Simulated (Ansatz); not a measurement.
# C2H5ClInN: rotation by 120° about the In3–C4 bond

Wanted: the energy profile along the rotation by 120° about the In3–C4 bond, from relaxed end points and a band of images. SMILES of the start: C=[N][In]([CH3])[Cl].

All numbers below are computed with Ansatz 0.2.0 (RKS PBE0-D4/def2-SVP).

## (1) The system as given

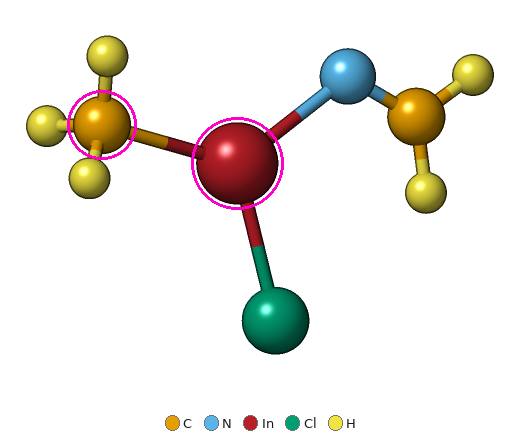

The starting structure, seen from a chosen angle (carbon amber, nitrogen blue, indium red, chlorine teal, hydrogen yellow). Ringed: In3, C4.

Structure file:

```xyz
10

C    -0.9946    2.1200    1.2922
N    -0.9326    0.8763    1.2899
In    0.2062   -0.0642   -0.3071
C     0.6260   -2.2378   -0.7398
Cl    1.0890    1.5794   -1.7180
H    -0.5241    2.7893    0.5561
H    -1.5579    2.6208    2.0830
H    -0.1017   -2.5861   -1.4687
H     0.5627   -2.8217    0.1729
H     1.6272   -2.2760   -1.1606
```

## (2) End point A

Input file input.yaml:

```yaml
crystal:
  periodic: [false, false, false]
  atoms:
    - { symbol: C, position_ang: [-0.99458, 2.12004, 1.29225] }
    - { symbol: "N", position_ang: [-0.9326, 0.8763, 1.28987] }
    - { symbol: In, position_ang: [0.20618, -0.06418, -0.30711] }
    - { symbol: C, position_ang: [0.62598, -2.23779, -0.73978] }
    - { symbol: Cl, position_ang: [1.08896, 1.57939, -1.71799] }
    - { symbol: H, position_ang: [-0.52411, 2.7893, 0.55614] }
    - { symbol: H, position_ang: [-1.55794, 2.62079, 2.08301] }
    - { symbol: H, position_ang: [-0.1017, -2.58613, -1.46867] }
    - { symbol: H, position_ang: [0.56266, -2.82172, 0.17288] }
    - { symbol: H, position_ang: [1.62715, -2.276, -1.16059] }
basis:
  gaussian: { orbitals: def2-SVP }
hamiltonian:
  xc: pbe0
  dispersion: d4
relax:
  f_tol: 0.015
  max_steps: 40
```

Run with:

```console
$ ansatz run input.yaml --threads 2 --pin off --max-ram 3072MiB --backend cpu --events-out ev --progress --plain --runs-dir out
```

Log, cut to the lines that bear on the results:

```text
Warning: RAYON_NUM_THREADS=2 ignored (pool sized by the plan → 2); use --threads N
[...]
Functional definition: PBE0
[...]
1297 factors; integrals over basis functions are off by at most 3.4e-4 eV
[...]
mean field -21327.18967067 eV, -783.7597643087 hartree, gradient 6.7e-5 eV, S^2 0.000000; 0 other end points of the search recorded, 0 dependent functions left out
[...]
reference -21327.18970559 eV, -783.7597655922 hartree; 31, 31 occupied and 80, 80 virtual orbitals, 1297 factors
relax step   1: F+E_penalty+E_count = -21327.37129955 eV  Δ(F+E_penalty+E_count) = +0.000e0 eV  max|allowed force component| = 2.006e0 eV/Å  Δτ_max = 0.0000 Å  (28 SCF iters, accepted)
[...]
Atom 2 at     0.195615    -0.104726    -0.269904 Å, force    -0.000730    -0.014975     0.004845 eV/Å
Atom 3 at     0.610403    -2.154782    -0.713585 Å, force     0.005416     0.000423    -0.005889 eV/Å
Atom 4 at     1.075197     1.582025    -1.704303 Å, force     0.003284     0.005349    -0.006910 eV/Å
Atom 5 at    -0.499959     2.742548     0.511394 Å, force     0.001562    -0.005573     0.002766 eV/Å
Atom 6 at    -1.542080     2.580166     2.057169 Å, force     0.003995    -0.003667    -0.007211 eV/Å
Atom 7 at    -0.124998    -2.512029    -1.448937 Å, force    -0.002848    -0.000149     0.001816 eV/Å
Atom 8 at     0.538701    -2.763924     0.197299 Å, force    -0.002276     0.002042    -0.002468 eV/Å
Atom 9 at     1.616538    -2.234917    -1.146232 Å, force     0.001783     0.001418     0.000926 eV/Å
Dipole moment:    -0.058555    -0.412027     0.113671 e Å
```

Run time: 30 s. Hardware: 2 threads of AMD EPYC 7R13 (Zen 3), shared host; peak memory 0.29 GiB.

Relaxation path:

```
step  energy from step 1 (eV)  largest force component (eV/Å)
   1                   0.0000                          2.0062
   2                  -0.1322                          0.4849
  3x                  -0.0766                          1.1785
   4                  -0.1511                          0.2521
   5                  -0.1565                          0.0403
   6                  -0.1566                          0.0674
   7                  -0.1571                          0.0524
  8x                  -0.1570                          0.0360
   9                  -0.1572                          0.0263
  10                  -0.1573                          0.0150
```

Step 1 is the start. 2 steps were tried and not accepted (marked x).

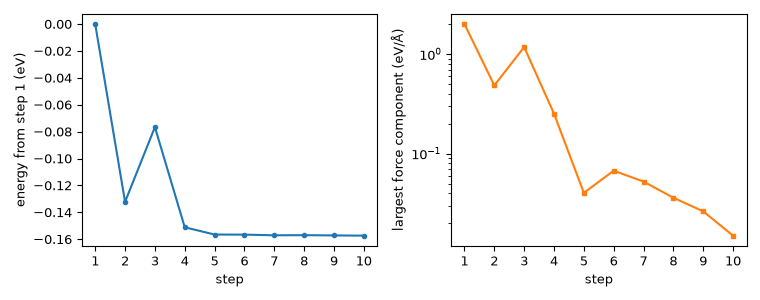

Energy and largest force along the relaxation.

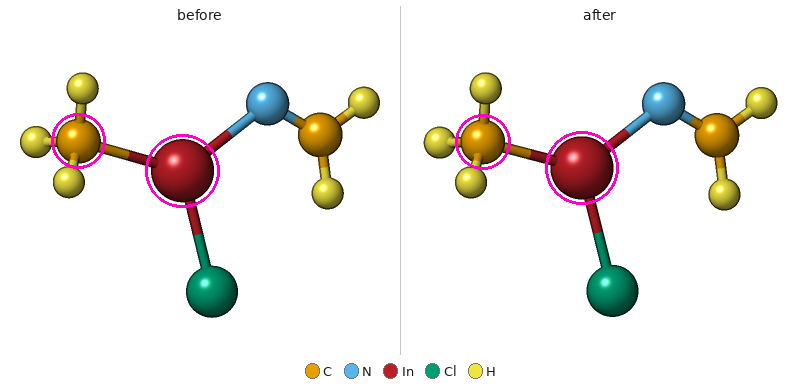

Before and after, at one scale.

After: Bond lengths: C1–N2 1.265 Å, N2–In3 2.088 Å, In3–C4 2.138 Å, In3–Cl5 2.382 Å, C1–H6 1.112 Å, C1–H7 1.111 Å, C4–H8 1.100 Å, C4–H9 1.098 Å, C4–H10 1.098 Å. Angles: C1–N2–In3 117.4°, N2–C1–H6 126.0°, N2–C1–H7 119.3°, H6–C1–H7 114.7°, N2–In3–C4 132.0°, N2–In3–Cl5 109.1°, C4–In3–Cl5 118.8°, In3–C4–H8 108.7°, In3–C4–H9 110.3°, In3–C4–H10 109.2°, H8–C4–H9 109.3°, H8–C4–H10 109.0°, H9–C4–H10 110.3°.

## (3) End point B

The second end starts from a geometry with the move made by hand.

Edit input.yaml of step 2 so:

```diff
@@ -10,5 +10,5 @@
     - { symbol: H, position_ang: [-1.55794, 2.62079, 2.08301] }
-    - { symbol: H, position_ang: [-0.1017, -2.58613, -1.46867] }
-    - { symbol: H, position_ang: [0.56266, -2.82172, 0.17288] }
-    - { symbol: H, position_ang: [1.62715, -2.276, -1.16059] }
+    - { symbol: H, position_ang: [1.63516, -2.31679, -1.13658] }
+    - { symbol: H, position_ang: [-0.09607, -2.62566, -1.45121] }
+    - { symbol: H, position_ang: [0.55505, -2.75639, 0.21254] }
 basis:
@@ -21 +21,3 @@
   max_steps: 40
+output:
+  orbitals: {}
```

Run with:

```console
$ ansatz run input.yaml --threads 2 --pin off --max-ram 3072MiB --backend cpu --events-out ev --progress --plain --runs-dir out
```

Log, cut to the lines that bear on the results:

```text
Warning: RAYON_NUM_THREADS=2 ignored (pool sized by the plan → 2); use --threads N
[...]
Functional definition: PBE0
[...]
1297 factors; integrals over basis functions are off by at most 3.3e-4 eV
[...]
mean field -21327.18543879 eV, -783.7596087901 hartree, gradient 7.2e-5 eV, S^2 0.000000; 0 other end points of the search recorded, 0 dependent functions left out
[...]
reference -21327.18547369 eV, -783.7596100728 hartree; 31, 31 occupied and 80, 80 virtual orbitals, 1297 factors
[...]
Atom 5 at    -0.492875     2.739571     0.504670 Å, force     0.001816     0.003394    -0.001288 eV/Å
Atom 6 at    -1.548139     2.595940     2.043335 Å, force    -0.001163     0.000840     0.000294 eV/Å
Atom 7 at     1.614943    -2.235125    -1.140838 Å, force     0.000299    -0.000312    -0.000147 eV/Å
Atom 8 at    -0.129603    -2.521674    -1.420913 Å, force    -0.000091     0.000874     0.000027 eV/Å
Atom 9 at     0.556375    -2.768873     0.216356 Å, force    -0.000216    -0.000866     0.000253 eV/Å
Dipole moment:    -0.056987    -0.414524     0.119190 e Å
```

Wall time 30 s (2 threads of AMD EPYC 7R13 (Zen 3), shared host); peak memory 0.29 GiB.

Step by step:

```
step  energy from step 1 (eV)  largest force component (eV/Å)
   1                   0.0000                          2.0210
   2                  -0.1280                          0.3760
  3x                  -0.0899                          1.0230
   4                  -0.1543                          0.1248
   5                  -0.1610                          0.0816
   6                  -0.1610                          0.0810
   7                  -0.1612                          0.1007
   8                  -0.1616                          0.0302
   9                  -0.1616                          0.0247
  10                  -0.1617                          0.0061
```

Step 1 is the start. 1 step was tried and not accepted (marked x).

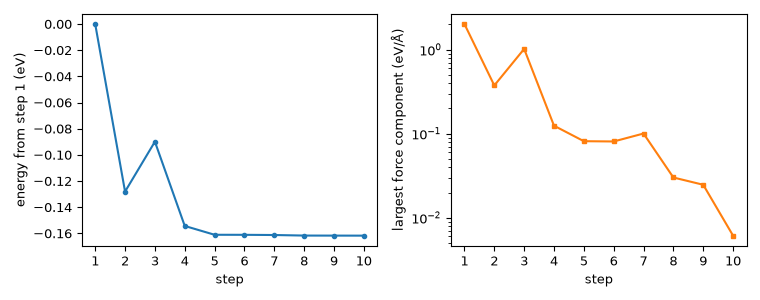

Energy and largest force along the relaxation.

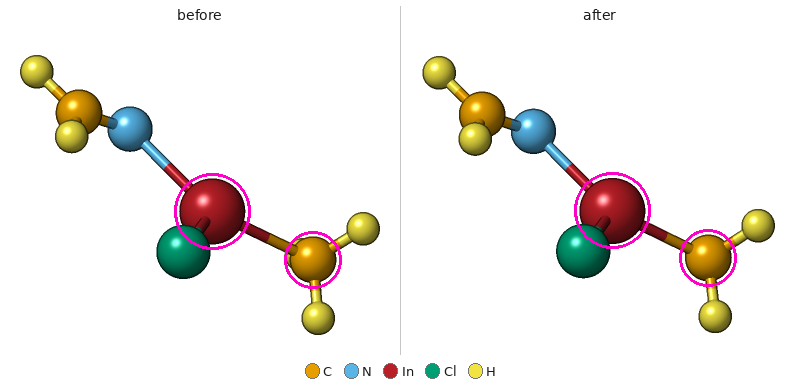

The structure before (left) and after (right), drawn at the same scale.

After: Bond lengths: C1–N2 1.265 Å, N2–In3 2.089 Å, In3–C4 2.138 Å, In3–Cl5 2.384 Å, C1–H6 1.111 Å, C1–H7 1.110 Å, C4–H8 1.098 Å, C4–H9 1.100 Å, C4–H10 1.098 Å. Angles: C1–N2–In3 117.2°, N2–C1–H6 125.9°, N2–C1–H7 119.3°, H6–C1–H7 114.7°, N2–In3–C4 132.5°, N2–In3–Cl5 109.0°, C4–In3–Cl5 118.5°, In3–C4–H8 109.2°, In3–C4–H9 108.6°, In3–C4–H10 110.4°, H8–C4–H9 109.1°, H8–C4–H10 110.3°, H9–C4–H10 109.3°.

## (4) Nudged elastic band

crystal.atoms is end A as relaxed above, and neb.final_atoms is end B, turned to lie on A. With 5 inner images the band has 7 in all. The start path is listed, through a guess of the saddle.

Input file input.yaml:

```yaml
crystal:
  periodic: [false, false, false]
  atoms:
    - { symbol: C, position_ang: [-0.969007, 2.064612, 1.257317] }
    - { symbol: "N", position_ang: [-0.90041, 0.801028, 1.259793] }
    - { symbol: In, position_ang: [0.195615, -0.104726, -0.269904] }
    - { symbol: C, position_ang: [0.610403, -2.154782, -0.713585] }
    - { symbol: Cl, position_ang: [1.075197, 1.582025, -1.704303] }
    - { symbol: H, position_ang: [-0.499959, 2.742548, 0.511394] }
    - { symbol: H, position_ang: [-1.54208, 2.580166, 2.057169] }
    - { symbol: H, position_ang: [-0.124998, -2.512029, -1.448937] }
    - { symbol: H, position_ang: [0.538701, -2.763924, 0.197299] }
    - { symbol: H, position_ang: [1.616538, -2.234917, -1.146232] }
basis:
  gaussian: { orbitals: def2-SVP }
hamiltonian:
  xc: pbe0
  dispersion: d4
neb:
  order_check: false
  images: 5
  f_tol: 0.05
  max_iterations: 60
  final_atoms:
    - { symbol: C, position_ang: [-0.82674472, 2.08490544, 1.32637366] }
    - { symbol: "N", position_ang: [-0.59575821, 0.84376173, 1.4133578] }
    - { symbol: In, position_ang: [0.12226229, -0.11707783, -0.29706498] }
    - { symbol: C, position_ang: [0.65819524, -2.14770711, -0.69699194] }
    - { symbol: Cl, position_ang: [0.30847018, 1.47618252, -2.06054375] }
    - { symbol: H, position_ang: [-0.68268688, 2.71300789, 0.42081054] }
    - { symbol: H, position_ang: [-1.20964182, 2.63064315, 2.2144762] }
    - { symbol: H, position_ang: [1.4846065, -2.16684842, -1.41985112] }
    - { symbol: H, position_ang: [-0.2112947, -2.66173527, -1.1317553] }
    - { symbol: H, position_ang: [0.95259211, -2.6551311, 0.23119988] }
  initial_path:
    images:
      - { positions_ang: [[-0.969007, 2.064612, 1.257317], [-0.90041, 0.801028, 1.259793], [0.195615, -0.104726, -0.269904], [0.610403, -2.154782, -0.713585], [1.075197, 1.582025, -1.704303], [-0.499959, 2.742548, 0.511394], [-1.54208, 2.580166, 2.057169], [-0.124998, -2.512029, -1.448937], [0.538701, -2.763924, 0.197299], [1.616538, -2.234917, -1.146232]] }
      - { positions_ang: [[-0.94180479, 2.08695392, 1.28771926], [-0.83931928, 0.833796, 1.30813609], [0.17648468, -0.09379288, -0.29444073], [0.6231526, -2.18145283, -0.71910437], [0.90152585, 1.56179867, -1.80444807], [-0.54798476, 2.75384915, 0.50445005], [-1.46590333, 2.60260034, 2.10880825], [0.13210974, -2.47396075, -1.56766201], [0.33505878, -2.80391499, 0.05040383], [1.62668051, -2.28587564, -0.8738513]] }
      - { positions_ang: [[-0.91460259, 2.10929585, 1.31812151], [-0.77822856, 0.866564, 1.35647917], [0.15735436, -0.08285975, -0.31897747], [0.63590221, -2.20812366, -0.72462373], [0.72785471, 1.54157234, -1.90459314], [-0.59601052, 2.76515029, 0.4975061], [-1.38972666, 2.62503469, 2.16044751], [0.38921749, -2.4358925, -1.68638703], [0.13141656, -2.84390598, -0.09649134], [1.63682301, -2.33683428, -0.60147059]] }
      - { positions_ang: [[-0.88740038, 2.13163777, 1.34852377], [-0.71713784, 0.899332, 1.40482226], [0.13822404, -0.07192663, -0.3435142], [0.64865181, -2.23479449, -0.7301431], [0.55418356, 1.52134601, -2.00473821], [-0.64403628, 2.77645144, 0.49056214], [-1.31354999, 2.64746903, 2.21208676], [0.64632523, -2.39782426, -1.80511204], [-0.07222566, -2.88389696, -0.2433865], [1.64696552, -2.38779291, -0.32908989]] }
      - { positions_ang: [[-0.86718183, 2.11606033, 1.3411404], [-0.67667796, 0.88080857, 1.40766744], [0.13290345, -0.08697703, -0.32803113], [0.65183295, -2.20576536, -0.71909271], [0.4722791, 1.50629152, -2.02334006], [-0.65691982, 2.75530359, 0.46731161], [-1.27891394, 2.64186041, 2.21288324], [0.92575232, -2.32083231, -1.67669173], [-0.118582, -2.80984307, -0.53950944], [1.41550772, -2.47690564, -0.14232663]] }
      - { positions_ang: [[-0.84696327, 2.10048288, 1.33375703], [-0.63621809, 0.86228515, 1.41051262], [0.12758287, -0.10202743, -0.31254805], [0.6550141, -2.17673624, -0.70804233], [0.39037464, 1.49123702, -2.0419419], [-0.66980335, 2.73415574, 0.44406107], [-1.24427788, 2.63625178, 2.21367972], [1.20517941, -2.24384037, -1.54827142], [-0.16493835, -2.73578917, -0.83563237], [1.18404991, -2.56601837, 0.04443663]] }
      - { positions_ang: [[-0.82674472, 2.08490544, 1.32637366], [-0.59575821, 0.84376173, 1.4133578], [0.12226229, -0.11707783, -0.29706498], [0.65819524, -2.14770711, -0.69699194], [0.30847018, 1.47618252, -2.06054375], [-0.68268688, 2.71300789, 0.42081054], [-1.20964182, 2.63064315, 2.2144762], [1.4846065, -2.16684842, -1.41985112], [-0.2112947, -2.66173527, -1.1317553], [0.95259211, -2.6551311, 0.23119988]] }
```

Run with:

```console
$ ansatz run input.yaml --threads 2 --pin off --max-ram 3072MiB --backend cpu --events-out ev --progress --plain --runs-dir out
```

Log, cut to the lines that bear on the results:

```text
Warning: RAYON_NUM_THREADS=2 ignored (pool sized by the plan → 2); use --threads N
[...]
Functional definition: PBE0
[...]
1301 factors; integrals over basis functions are off by at most 3.3e-4 eV
[...]
mean field -21327.34305794 eV, -783.7654011870 hartree, gradient 5.5e-5 eV, S^2 0.000000; 0 other end points of the search recorded, 0 dependent functions left out
[...]
reference -21327.34309290 eV, -783.7654024719 hartree; 31, 31 occupied and 80, 80 virtual orbitals, 1301 factors
[...]
Atom 6 at    -1.268177     2.612612     2.197364 Å, force    -0.002698     0.013299    -0.005314 eV/Å
Atom 7 at     0.932526    -2.248603    -1.758298 Å, force     0.000034    -0.001694     0.000200 eV/Å
Atom 8 at    -0.223634    -2.795509    -0.492532 Å, force    -0.000101    -0.001294     0.003082 eV/Å
Atom 9 at     1.476146    -2.447662    -0.057469 Å, force    -0.001045    -0.000223     0.003156 eV/Å
Dipole moment:     0.014901    -0.404993     0.159793 e Å
this run last wrote the band of iteration 7 to <dir>
```

It took 1.8 min on 2 threads of AMD EPYC 7R13 (Zen 3), shared host; peak memory 0.3 GiB.

## (5) The band, image by image

Images 0 and 6 are the ends. Energies count from image 0; the path length is the program's own measure over all atoms.

```
image  path (Å)  energy (eV)  dihedral Cl5–In3–C4–H9 (°)  band force (eV/Å)
    0     0.000       0.0000                         156                  -
    1     0.537      -0.0001                         175              0.015
    2     1.075      -0.0001                        -166              0.026
    3     1.612       0.0003                        -147              0.049
   4*     2.150       0.0003                        -126              0.033
    5     2.692       0.0002                        -106              0.012
    6     3.235      -0.0001                         -85                  -
```

The star marks the climbing image.

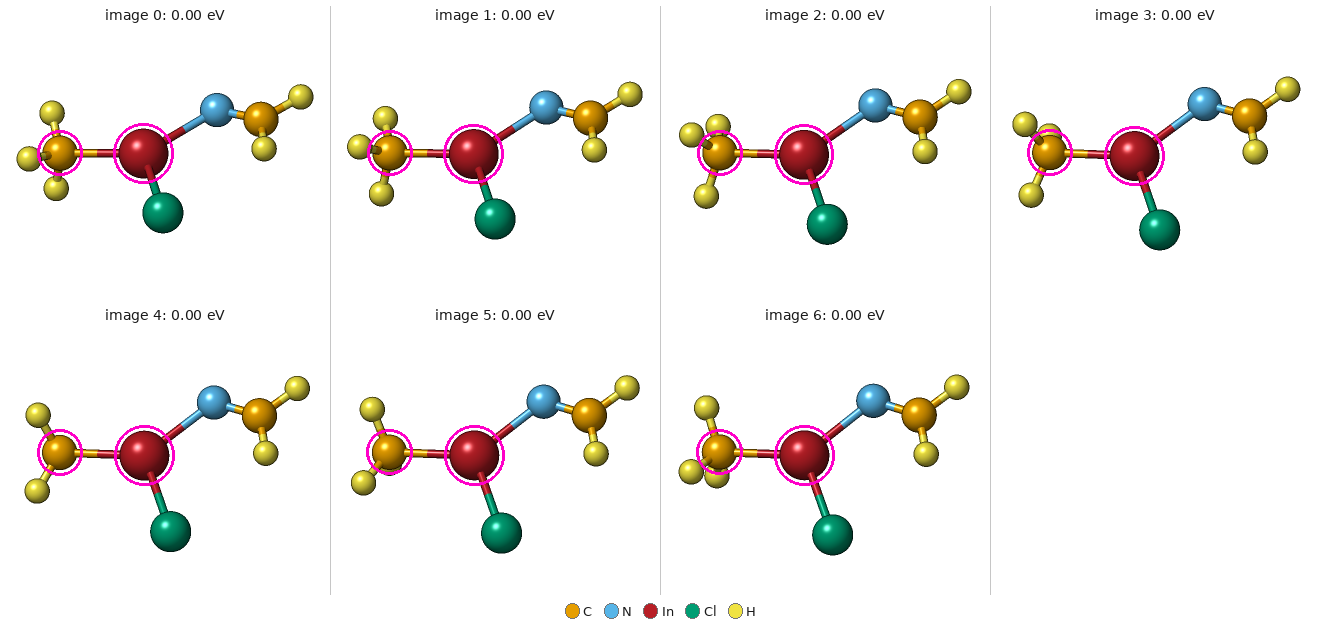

The images of the last band, seen from a free direction. Ringed: In3, C4. Sticks join atoms closer than a bonding distance in each image.

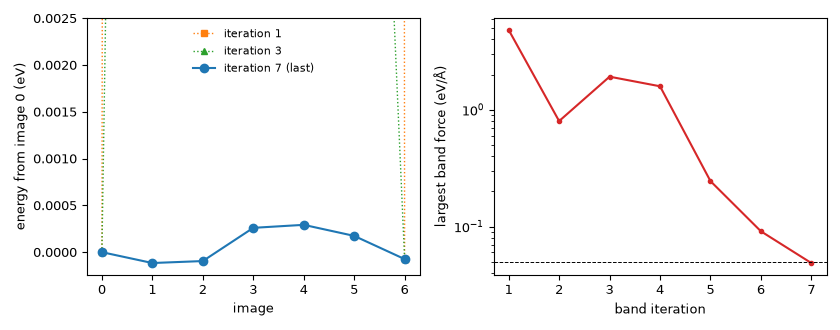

Left: energy of each image for early iterations and the last one (lines only join the points; early values far above the last band run off the scale). Right: the largest band force by iteration, with the threshold dashed.

The top of the band by iteration:

```
iteration  highest image above image 0 (eV)  largest band force (eV/Å)
        1                            0.7257                      4.825
        2                            0.0442                      0.800
        3                            0.1545                      1.919
        4                            0.1466                      1.588
        5                            0.0034                      0.245
        6                            0.0006                      0.091
        7                            0.0003                      0.049
```

The band as a trajectory file:

```xyz
10
image=0 dE=0.0000
C    -0.969    2.065    1.257
N    -0.900    0.801    1.260
In    0.196   -0.105   -0.270
C     0.610   -2.155   -0.714
Cl    1.075    1.582   -1.704
H    -0.500    2.743    0.511
H    -1.542    2.580    2.057
H    -0.125   -2.512   -1.449
H     0.539   -2.764    0.197
H     1.617   -2.235   -1.146
10
image=1 dE=-0.0001
C    -0.934    2.069    1.279
N    -0.835    0.808    1.307
In    0.172   -0.109   -0.277
C     0.616   -2.156   -0.709
Cl    0.896    1.564   -1.813
H    -0.530    2.740    0.490
H    -1.468    2.592    2.102
H     0.086   -2.447   -1.627
H     0.299   -2.801    0.122
H     1.697   -2.259   -0.873
10
image=2 dE=-0.0001
C    -0.902    2.073    1.296
N    -0.767    0.815    1.340
In    0.150   -0.111   -0.291
C     0.620   -2.155   -0.707
Cl    0.733    1.547   -1.901
H    -0.579    2.735    0.463
H    -1.382    2.600    2.147
H     0.343   -2.383   -1.745
H     0.081   -2.819   -0.018
H     1.703   -2.300   -0.586
10
image=3 dE=0.0003
C    -0.863    2.078    1.312
N    -0.715    0.822    1.361
In    0.115   -0.115   -0.311
C     0.630   -2.153   -0.705
Cl    0.540    1.522   -1.991
H    -0.592    2.733    0.456
H    -1.299    2.607    2.186
H     0.625   -2.327   -1.789
H    -0.081   -2.827   -0.209
H     1.640   -2.340   -0.312
10
image=4 dE=0.0003
C    -0.853    2.079    1.317
N    -0.658    0.830    1.385
In    0.128   -0.112   -0.304
C     0.640   -2.150   -0.705
Cl    0.469    1.510   -2.017
H    -0.642    2.722    0.435
H    -1.268    2.613    2.197
H     0.933   -2.249   -1.758
H    -0.224   -2.796   -0.493
H     1.476   -2.448   -0.057
10
image=5 dE=0.0002
C    -0.842    2.081    1.321
N    -0.627    0.836    1.399
In    0.130   -0.114   -0.300
C     0.651   -2.149   -0.702
Cl    0.400    1.497   -2.037
H    -0.666    2.718    0.428
H    -1.243    2.621    2.205
H     1.235   -2.196   -1.630
H    -0.271   -2.737   -0.817
H     1.234   -2.558    0.134
10
image=6 dE=-0.0001
C    -0.827    2.085    1.326
N    -0.596    0.844    1.413
In    0.122   -0.117   -0.297
C     0.658   -2.148   -0.697
Cl    0.308    1.476   -2.061
H    -0.683    2.713    0.421
H    -1.210    2.631    2.214
H     1.485   -2.167   -1.420
H    -0.211   -2.662   -1.132
H     0.953   -2.655    0.231
```

(Part 1 of 2 ends here.)
